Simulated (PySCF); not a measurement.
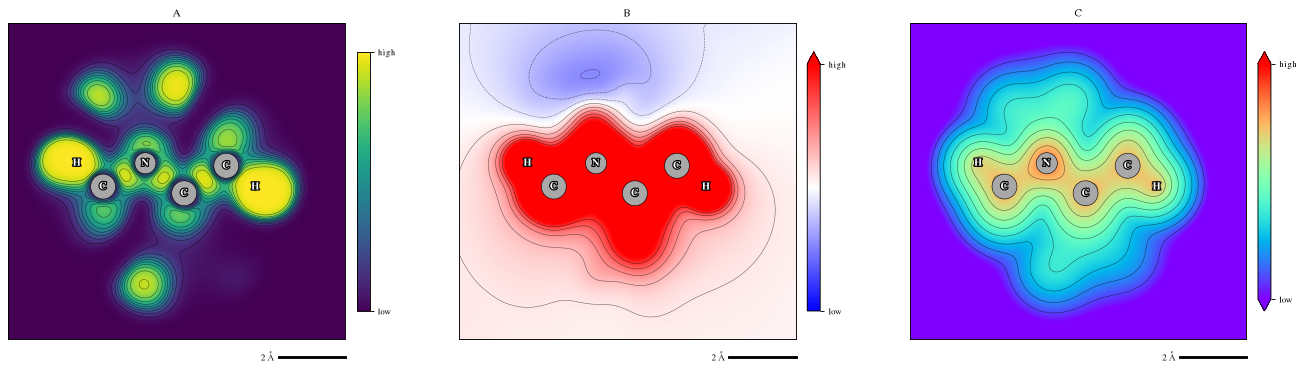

C4H16BNSi: 3 fields on the plane of atoms C3, N2 and C4, with unlabelled colour scales. Grey discs cover the atomic cores.

Geometry: GFN2-xTB.

Level of theory: PBE0/pcSseg-1, SCF density, gas phase, non-relativistic in PySCF 2.14.0.

Which field does each panel show? The fields are: electron density, electron localisation function and electrostatic potential.

Panel A: electron localisation function. Panel B: electrostatic potential (strongly positive close to the atoms, with negative regions outside electron-rich atoms). Panel C: electron density. From the grid: C–N (1.46 Å): ρ is about 1.9 e/Å³ halfway; the ELF peaks at about 0.95 between the atoms (a shared electron pair). C–C (1.53 Å): ρ at the midpoint is about 1.6 e/Å³; the ELF peaks at about 0.95 between the atoms (localised, covalent bonding).
